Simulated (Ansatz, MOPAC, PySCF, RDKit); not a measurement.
NH3 (SMILES N) and N2 (SMILES N#N) are pulled apart as rigid monomers along the line of their centres of mass, from the B3LYP-D3(BJ)/def2-TZVP minimum. Starting geometry (charge 0, multiplicity 1):
```xyz
6

N     -0.07682    -0.11839    -0.35457
H      0.88080     0.15030    -0.54934
H     -0.65972     0.69039    -0.53695
H     -0.13923    -0.31915     0.63667
N     -0.01034    -0.04568     4.35147
N     -0.06876    -0.18401     3.27119
```

Interaction energies with rigid monomers; basis-set methods are counterpoise corrected unless marked otherwise.

Frozen-core correlation. Rows in 3-21G, 6-311+G** carry no dispersion term and start afresh at each structure. The state that PM6 reach isn't checked.

Codes used: Ansatz (an electronic-structure program); MOPAC for PM6 (differences of heats of formation); PySCF for 3-21G rows, 6-311+G** rows; RDKit for the force fields. Each number belongs to the level named beside it.

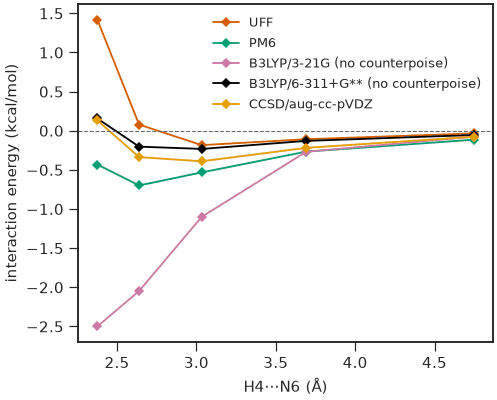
Figure: Interaction energy against separation

Task: Which level binds most strongly at H4···N6 = 2.64, and by how much?

Result: B3LYP/3-21G (no counterpoise), -2.0 kcal/mol.
